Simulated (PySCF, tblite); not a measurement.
**C₄H₁₁FSi₂: geometry, infrared bands and NMR shifts**

Wanted: the infrared bands and NMR shifts of C₄H₁₁FSi₂ (`C=C(F)C[Si@@H](C)[SiH3]`), by calculation.

Programs: tblite 0.8.0 and PySCF 2.14.0, with density-fitted response routines of our own. Each step states its level of theory. These are calculated values for one molecule in the gas phase, unless marked as measured. Atoms are numbered from 0 throughout.

**1. The molecule as given**

18 atoms, charge 0, multiplicity 1; geometry from: force field or distance geometry start.

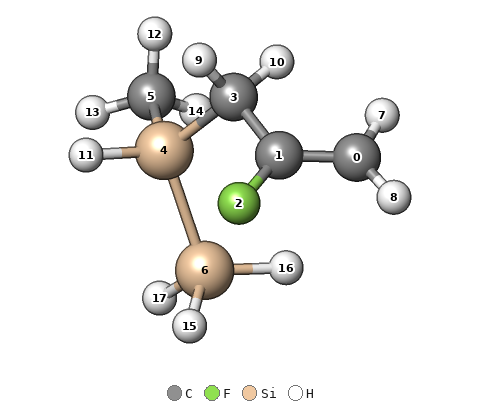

The starting geometry (carbon grey, fluorine green, silicon light orange, hydrogen white), atoms numbered; sticks join atoms by distance.

**2. Geometry optimisation with GFN2-xTB**

What the job is given:

```
{"job": {"kind": "relax", "xc": "GFN2-xTB", "basis": "xTB"}, "charge": 0, "multiplicity": 1}
C      2.484300    -1.191000    -0.194000
C      1.719100    -0.545200     0.683300
F      1.488700    -1.028600     1.937900
C      1.104500     0.777800     0.304900
Si    -0.736700     0.643000     0.437900
C     -1.537200     1.719800    -0.862700
Si    -1.505900    -1.427800     0.091900
H      2.603900    -0.690700    -1.165200
H      2.963500    -2.142600    -0.005700
H      1.441500     1.537200     1.028700
H      1.451000     1.017100    -0.726800
H     -1.211700     1.138000     1.747300
H     -0.898000     2.605000    -0.971700
H     -2.556500     1.991400    -0.486700
H     -1.636700     1.219400    -1.842300
H     -1.356500    -2.252800     1.300000
H     -0.869000    -2.000000    -1.083100
H     -2.957100    -1.363600    -0.205200
```

Launch:

```sh
> OMP_NUM_THREADS=1 python probes_run.py task.json out
```

This one command runs all jobs of the session in turn.

Standard output:

```text
step      E/eV     max force
  0    -606.80783    1.491
  1    -606.94286    0.740
  2    -607.02095    0.769
  3    -607.06077    0.615
  4    -607.11118    0.476
  5    -607.15200    0.355
  6    -607.16918    0.318
  7    -607.19074    0.340
  8    -607.20687    0.335
  9    -607.22084    0.309
 10    -607.23018    0.229
 11    -607.23638    0.215
 12    -607.24068    0.153
 13    -607.24341    0.119
 14    -607.24487    0.070
 15    -607.24613    0.092
 16    -607.24760    0.103
 17    -607.24926    0.121
 18    -607.25089    0.123
 19    -607.25227    0.093
 20    -607.25335    0.084
 21    -607.25411    0.078
 22    -607.25465    0.065
 23    -607.25505    0.043
 24    -607.25540    0.049
 25    -607.25575    0.060
 26    -607.25612    0.072
 27    -607.25652    0.065
 28    -607.25698    0.052
 29    -607.25752    0.068
 30    -607.25820    0.108
 31    -607.25912    0.146
 32    -607.26034    0.157
 33    -607.26168    0.125
 34    -607.26285    0.083
 35    -607.26372    0.066
 36    -607.26437    0.070
 37    -607.26498    0.076
 38    -607.26552    0.064
 39    -607.26592    0.046
 40    -607.26622    0.045
 41    -607.26654    0.046
 42    -607.26693    0.065
 43    -607.26735    0.070
 44    -607.26765    0.049
 45    -607.26781    0.033
 46    -607.26794    0.036
 47    -607.26815    0.058
 48    -607.26844    0.070
 49    -607.26878    0.058
 50    -607.26907    0.041
 51    -607.26929    0.036
 52    -607.26951    0.054
 53    -607.26994    0.079
 54    -607.27039    0.070
 55    -607.27075    0.040
 56    -607.27101    0.049
 57    -607.27136    0.054
 58    -607.27199    0.098
 59    -607.27299    0.124
 60    -607.27396    0.093
 61    -607.27438    0.047
 62    -607.27421    0.110
 63    -607.27468    0.035
 64    -607.27475    0.030
 65    -607.27505    0.019
 66    -607.27511    0.021
 67    -607.27526    0.023
 68    -607.27539    0.025
 69    -607.27561    0.028
 70    -607.27579    0.028
 71    -607.27593    0.030
 72    -607.27608    0.030
 73    -607.27626    0.036
 74    -607.27648    0.035
 75    -607.27672    0.032
 76    -607.27693    0.033
 77    -607.27709    0.033
 78    -607.27722    0.035
 79    -607.27739    0.029
 80    -607.27762    0.025
 81    -607.27775    0.025
 82    -607.27789    0.028
 83    -607.27802    0.022
 84    -607.27814    0.022
 85    -607.27822    0.015
 86    -607.27826    0.015
 87    -607.27829    0.014
 88    -607.27833    0.019
 89    -607.27841    0.027
 90    -607.27852    0.031
 91    -607.27866    0.034
 92    -607.27881    0.039
 93    -607.27896    0.041
 94    -607.27912    0.048
 95    -607.27932    0.041
 96    -607.27954    0.038
 97    -607.27976    0.033
 98    -607.28001    0.037
 99    -607.28036    0.044
100    -607.28082    0.048
101    -607.28134    0.053
102    -607.28196    0.058
103    -607.28259    0.118
104    -607.28128    0.216
105    -607.28391    0.072
106    -607.28433    0.052
107    -607.28510    0.042
108    -607.28539    0.042
109    -607.28597    0.062
110    -607.28667    0.073
111    -607.28723    0.073
112    -607.28758    0.042
113    -607.28776    0.049
114    -607.28787    0.043
115    -607.28798    0.026
116    -607.28807    0.026
117    -607.28813    0.029
118    -607.28821    0.024
119    -607.28829    0.025
120    -607.28840    0.025
121    -607.28851    0.021
122    -607.28859    0.013
123    -607.28863    0.019
124    -607.28866    0.014
125    -607.28869    0.013
126    -607.28874    0.012
127    -607.28876    0.011
128    -607.28880    0.014
129    -607.28885    0.016
130    -607.28892    0.020
131    -607.28899    0.021
132    -607.28904    0.013
133    -607.28906    0.011
134    -607.28908    0.012
135    -607.28910    0.012
136    -607.28914    0.014
137    -607.28918    0.014
138    -607.28923    0.013
139    -607.28926    0.010
140    -607.28930    0.012
141    -607.28933    0.012
142    -607.28937    0.015
143    -607.28940    0.012
144    -607.28942    0.011
145    -607.28944    0.011
146    -607.28947    0.013
147    -607.28951    0.015
148    -607.28956    0.016
149    -607.28962    0.016
150    -607.28966    0.014
151    -607.28970    0.014
152    -607.28973    0.014
153    -607.28975    0.010
154    -607.28977    0.009
```

Wall time 1.2 s (1 thread of Arm Neoverse V1, shared host); peak memory 0.18 GiB.

The steps of the relaxation: (not every step is listed)

```csv
step,energy from step 0 (eV),largest force (eV/Å)
0,0.0000,1.4908
1,-0.1350,0.7396
2,-0.2131,0.7686
3,-0.2529,0.6152
4,-0.3034,0.4762
5,-0.3442,0.3555
6,-0.3614,0.3176
7,-0.3829,0.3405
8,-0.3990,0.3347
22,-0.4468,0.0651
36,-0.4565,0.0703
50,-0.4612,0.0407
64,-0.4669,0.0302
78,-0.4694,0.0349
92,-0.4710,0.0392
106,-0.4765,0.0518
120,-0.4806,0.0255
134,-0.4813,0.0122
148,-0.4817,0.0158
149,-0.4818,0.0164
150,-0.4818,0.0136
151,-0.4819,0.0142
152,-0.4819,0.0136
153,-0.4819,0.0101
154,-0.4819,0.0094
```

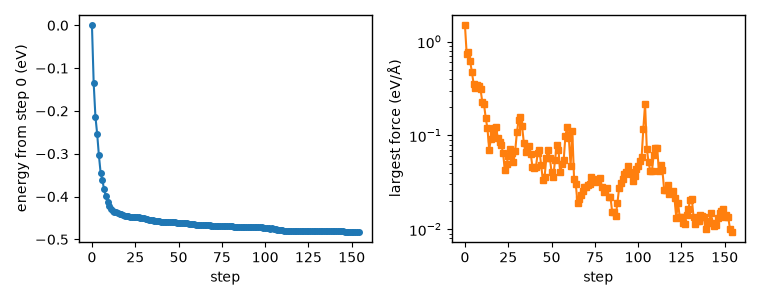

Energy and largest force along the relaxation.

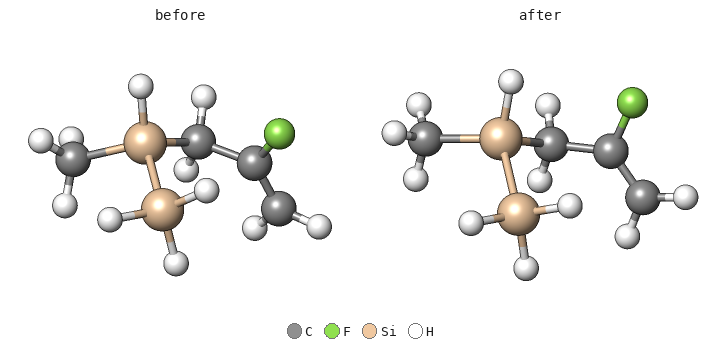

The geometry before (left) and after (right).

Distances of close pairs at the start and the end, largest changes first:

| bond | before (Å) | after (Å) | change (Å) |
| --- | --- | --- | --- |
| Si4–Si6 | 2.236 | 2.320 | +0.084 |
| C3–Si4 | 1.851 | 1.932 | +0.082 |
| Si4–C5 | 1.869 | 1.906 | +0.038 |
| C5–H13 | 1.120 | 1.086 | -0.034 |
| C1–C3 | 1.507 | 1.476 | -0.031 |
| C3–H10 | 1.114 | 1.088 | -0.026 |
| C0–H7 | 1.099 | 1.073 | -0.026 |
| C5–H14 | 1.104 | 1.087 | -0.018 |

The final coordinates are the input of the step that follows.

**3. Harmonic vibrations with GFN2-xTB**

What the job is given:

```
{"job": {"kind": "ir", "xc": "GFN2-xTB", "basis": "xTB"}, "charge": 0, "multiplicity": 1}
C      2.386055    -1.415935     0.114252
C      1.842839    -0.352778     0.679936
F      1.881174    -0.245458     2.035876
C      1.109875     0.758859     0.041972
Si    -0.782874     0.599140     0.397280
C     -1.624598     1.957409    -0.642132
Si    -1.485628    -1.541908    -0.155871
H      2.374771    -1.536048    -0.951733
H      2.863300    -2.180596     0.699381
H      1.472645     1.705335     0.444132
H      1.302802     0.748382    -1.028723
H     -0.960340     0.958259     1.816400
H     -1.235019     2.946782    -0.418991
H     -2.692747     1.976054    -0.449438
H     -1.489372     1.784510    -1.706469
H     -1.121979    -2.535573     0.855461
H     -0.908127    -2.007445    -1.422572
H     -2.941537    -1.612675    -0.320416
```

Standard output:

```text
mode    cm-1     km/mol
  1      23.7      1.33
  2      47.6      0.06
  3      55.9      1.06
  4      80.9      0.32
  5     126.6      0.13
  6     138.2      3.78
  7     163.7      4.64
  8     182.9      5.20
  9     363.8      0.78
 10     419.4     19.25
 11     434.9     33.11
 12     441.7     11.73
 13     451.3      8.07
 14     524.5      0.53
 15     601.6    205.92
 16     626.0     66.89
 17     686.5     43.32
 18     724.8      6.89
 19     741.6     81.29
 20     777.6    481.36
 21     780.7    126.79
 22     810.5     72.65
 23     814.0    143.70
 24     825.8    174.70
 25     831.7     33.15
 26     850.5     14.89
 27     882.1     88.36
 28     940.5      6.02
 29    1091.3     26.09
 30    1191.9     65.53
 31    1232.3    118.34
 32    1373.3      7.72
 33    1380.6      7.93
 34    1448.5      6.47
 35    1486.7      1.03
 36    1492.9      0.32
 37    1721.9    124.07
 38    2156.8    209.85
 39    2215.3    399.01
 40    2225.3    276.92
 41    2252.4    271.18
 42    2982.1     20.08
 43    3014.3     19.39
 44    3030.6     36.59
 45    3032.8     17.63
 46    3046.7     21.64
 47    3135.0      1.49
 48    3173.5     20.49
```

Wall time 0.72 s (1 thread of Arm Neoverse V1, shared host); peak memory 0.18 GiB.

Which atoms move in the most intense modes:

```csv
cm⁻¹,km/mol,atoms
602,205.9,H11 83 %
778,481.4,"H15 20 %, H17 20 %, H16 18 %"
814,143.7,"H16 53 %, H17 33 %"
826,174.7,"H13 34 %, H14 20 %, C5 14 %"
2157,209.8,H11 95 %
2215,399.0,H16 90 %
2225,276.9,H17 93 %
2252,271.2,H15 97 %
```

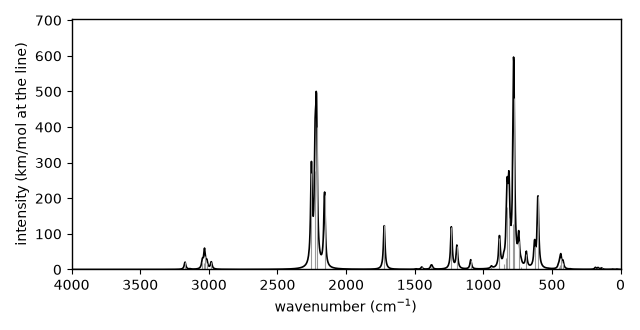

The infrared spectrum from these modes, unscaled. Lines are broadened to a width of 14 cm⁻¹ (Lorentzian).

**4. NMR shieldings: PBE0/pcSseg-1**

Settings changed since step 3:

```diff
@@ -1,2 +1,2 @@
-{"job": {"kind": "ir", "xc": "GFN2-xTB", "basis": "xTB"}, "charge": 0, "multiplicity": 1}
+{"job": {"kind": "nmr", "xc": "PBE0", "basis": "pcSseg-1"}, "charge": 0, "multiplicity": 1}
 C      2.386055    -1.415935     0.114252
```

Level: GIAO PBE0/pcSseg-1 NMR shielding, non-relativistic, gas phase.

Standard output:

```text
coarse grid: 15504 points
cycle   1  E = -837.1508155688  dE =  4.314e-01  |g| = 5.924e-01  |ddm| = 3.677e+00
cycle   2  E = -837.1144590597  dE =  3.636e-02  |g| = 7.439e-01  |ddm| = 9.582e-01
cycle   3  E = -837.2237128286  dE = -1.093e-01  |g| = 9.322e-02  |ddm| = 5.601e-01
cycle   4  E = -837.2256092611  dE = -1.896e-03  |g| = 3.407e-02  |ddm| = 1.068e-01
cycle   5  E = -837.2258867586  dE = -2.775e-04  |g| = 8.798e-03  |ddm| = 3.366e-02
cycle   6  E = -837.2259027834  dE = -1.602e-05  |g| = 3.380e-03  |ddm| = 1.007e-02
cycle   7  E = -837.2259053149  dE = -2.532e-06  |g| = 7.445e-04  |ddm| = 3.277e-03
final grid: 139384 points
cycle   8  E = -837.2724411552  dE = -3.187e-05  |g| = 8.152e-03  |ddm| = 2.433e-02
cycle   9  E = -837.2724322666  dE =  8.889e-06  |g| = 1.068e-02  |ddm| = 1.510e-02
cycle  10  E = -837.2724567060  dE = -2.444e-05  |g| = 1.185e-03  |ddm| = 8.450e-03
cycle  11  E = -837.2724569233  dE = -2.173e-07  |g| = 2.046e-04  |ddm| = 1.028e-03
cycle  12  E = -837.2724569296  dE = -6.298e-09  |g| = 6.404e-05  |ddm| = 1.942e-04
cycle  13  E = -837.2724569305  dE = -9.782e-10  |g| = 1.714e-05  |ddm| = 7.866e-05
converged SCF energy = -837.2724569305

GIAO shielding tensors (ppm)
atom      isotropic    diamagn.    paramagn.     s11        s22        s33       span
  0 C       94.819     258.451    -163.632     -0.362    127.482    157.339    157.701
  1 C        9.514     254.447    -244.933   -100.867     59.101     70.308    171.174
  2 F      256.165     477.509    -221.343    149.833    280.367    338.296    188.463
  3 C      162.499     255.773     -93.274    146.916    151.996    188.586     41.670
  4 Si     387.375     881.795    -494.419    353.538    395.049    413.539     60.000
  5 C      191.111     253.159     -62.048    186.649    191.878    194.805      8.155
  6 Si     467.692     881.387    -413.695    460.364    463.553    479.161     18.797
  7 H       27.439      33.165      -5.726     24.573     26.181     31.562      6.989
  8 H       27.106      29.585      -2.479     23.847     25.554     31.917      8.070
  9 H       29.603      31.130      -1.526     25.533     28.394     34.883      9.351
 10 H       30.071      34.190      -4.119     26.339     29.636     34.237      7.898
 11 H       27.116      30.640      -3.524     23.793     25.875     31.681      7.888
 12 H       31.314      30.278       1.036     26.356     28.791     38.796     12.440
 13 H       31.515      29.640       1.875     26.624     28.530     39.392     12.768
 14 H       31.603      31.729      -0.126     27.158     29.551     38.099     10.942
 15 H       28.258      30.006      -1.748     24.416     26.603     33.754      9.338
 16 H       28.392      30.673      -2.281     25.084     26.778     33.314      8.231
 17 H       28.462      29.593      -1.131     24.940     26.114     34.332      9.392
```

It took 41 s on 1 thread of Arm Neoverse V1, shared host; peak memory 0.85 GiB.

Shifts follow as δ = σ(reference) − σ, with reference shieldings (ppm) from runs at the same level and on the same kind of geometry: 1H TMS 31.72, 13C TMS 186.9, 29Si TMS 349.2, 19F CFCl3 170.9. The references are single molecules in the gas phase, so shifts against H2O, NH3, PH3, H3PO4 or CFCl3 are not on the usual liquid scales and can be off by tens of ppm. Atoms listed in one row are averaged.

```
        atoms                                  environment  σ (ppm)  δ (ppm)  δ scaled to CDCl3
           C1              fully substituted alkene carbon      9.5    177.4              171.2
           C0                         terminal =CH2 carbon     94.8     92.1               88.0
           C3                 allylic sp3 CH2 bonded to Si    162.5     24.4               21.9
           C5                   methyl carbon bonded to Si    191.1     -4.2               -6.0
           H8           hydrogen on a terminal =CH2 carbon    27.11     4.61               4.45
          H11      hydrogen on a silicon bonded to 2 C, Si    27.12     4.60                  –
           H7           hydrogen on a terminal =CH2 carbon    27.44     4.28               4.14
H15, H16, H17           hydrogen on a silicon bonded to Si    28.37     3.35                  –
           H9  hydrogen on an allylic sp3 CH2 bonded to Si    29.60     2.11               2.10
          H10  hydrogen on an allylic sp3 CH2 bonded to Si    30.07     1.65               1.66
H12, H13, H14     hydrogen on a methyl carbon bonded to Si    31.48     0.24               0.33
           F2                             vinylic fluorine    256.2    -85.2                  –
          Si4                 silicon bonded to 2 C, Si, H    387.4    -38.2                  –
          Si6                    silicon bonded to Si, 3 H    467.7   -118.5                  –
```

The scaled column applies a straight-line fit of computed shieldings to shifts measured in CDCl3, and one for carbons that bear F (root-mean-square error 0.16 ppm for H, 1.9 ppm for C).

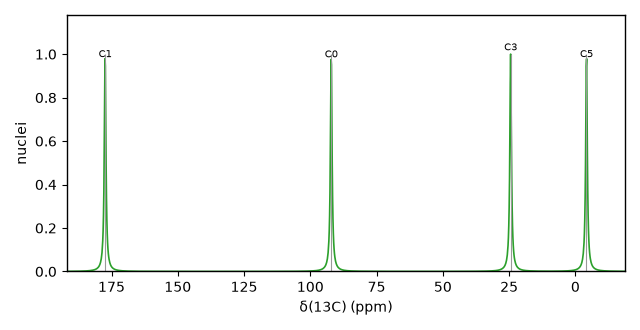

13C lines at the computed shifts, without couplings. Lines are broadened to a width of 0.73 ppm (Lorentzian).

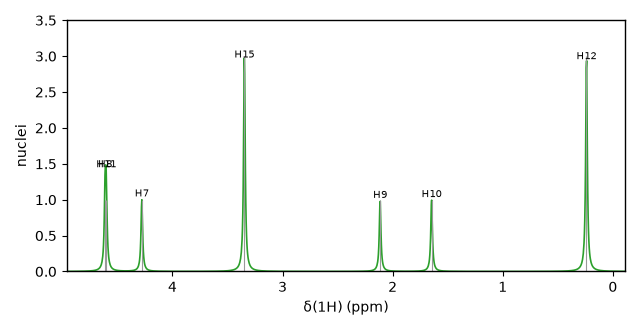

1H lines at the computed shifts, without couplings. Lines are broadened to a width of 0.02 ppm (Lorentzian).

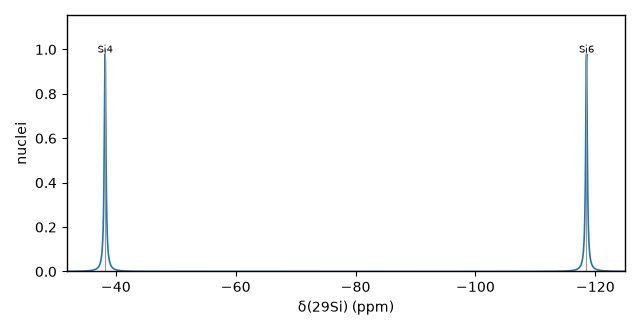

29Si lines at the computed shifts, without couplings. Lines are broadened to a width of 0.32 ppm (Lorentzian).

The run also stored atomic charges by several schemes (e):

```csv
atoms,Mulliken,IAO,Hirshfeld,ESP fit
C0,-0.21,-0.41,-0.14,-0.68
C1,0.13,0.31,0.09,0.39
F2,-0.29,-0.29,-0.09,-0.20
C3,-0.48,-0.55,-0.16,-0.56
Si4,0.45,0.63,0.29,0.60
C5,-0.61,-0.70,-0.21,-0.66
Si6,0.21,0.27,0.20,0.05
```

ESP fit charges:

C0 -0.68; C1 0.39; F2 -0.20; C3 -0.56; Si4 0.60; C5 -0.66; Si6 0.05; H7 0.23; H8 0.25; H9 0.19; H10 0.17; H11 -0.13; H12 0.17; H13 0.16; H14 0.16; H15 -0.04; H16 -0.04; H17 -0.05

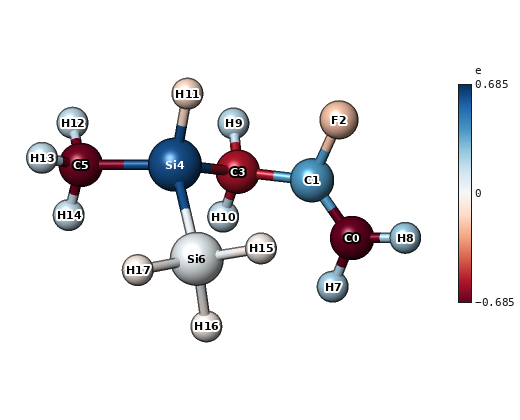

ESP fit charges, as colours on the atoms.

Mayer bond orders: C0–C1 1.91, C1–F2 0.92, C1–C3 1.05, C3–Si4 0.85, Si4–C5 0.95, Si4–Si6 0.92.

Orbitals, density, ELF and potential are computed afterwards from the orbital file.

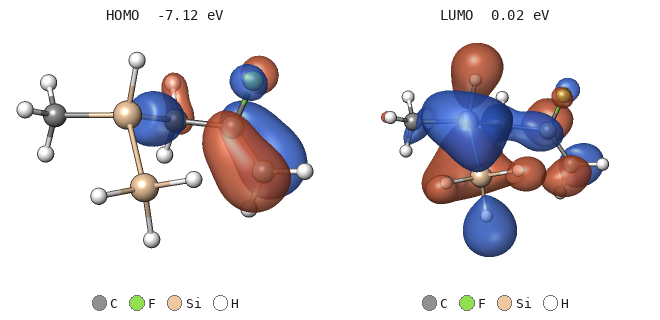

Frontier orbitals at PBE0/pcSseg-1; each surface holds 70 % of the orbital's density, blue and red mark the sign.

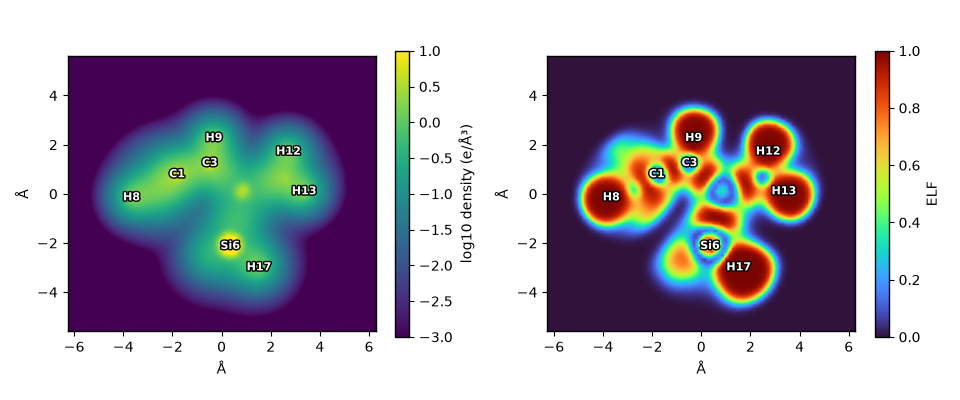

Density (left) and ELF (right) in a plane through or near 8 of the atoms.

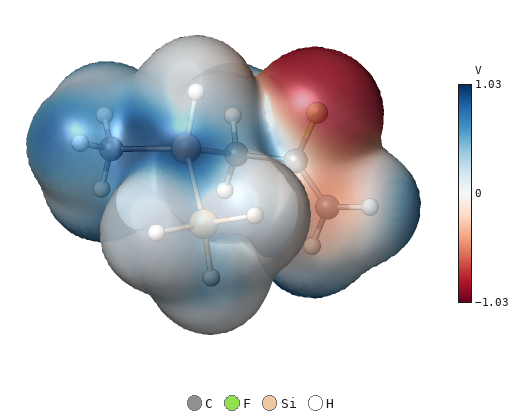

Electrostatic potential on the surface of density 0.002 e/bohr³; red is low, blue high. It runs from -0.90 V near F2 to 1.03 V near H10.

**5. Results**

| quantity | value |
| --- | --- |
| strongest single infrared mode (GFN2-xTB) | 778 cm⁻¹, 481 km/mol |
| zero-point energy (GFN2-xTB) | 81.5 kcal/mol |
| 13C shifts against TMS (PBE0/pcSseg-1) | 177.4, 92.1, 24.4, -4.2 ppm |
| 1H shifts against TMS (PBE0/pcSseg-1, means over atoms taken as alike) | 4.61, 4.60, 4.28, 3.35, 2.11, 1.65, 0.24 ppm |
| 19F shifts against CFCl3 (PBE0/pcSseg-1) | -85.2 ppm |
| 29Si shifts against TMS (PBE0/pcSseg-1) | -38.2, -118.5 ppm |
| surface potential, least and greatest | -0.90 V and 1.03 V |

**Reading.** The optimisation took 154 steps and gained 0.482 eV; among the close pairs (by a distance rule), Si4–Si6 changed most, from 2.236 to 2.320 Å. All 48 modes are real, so the xTB geometry is a minimum. Unscaled tight-binding wavenumbers are off by several per cent, some by more. Its intensities can rank the bands wrongly. At PBE0/pcSseg-1: The largest span, 188 ppm, is at F2, where the paramagnetic term is -221 ppm.
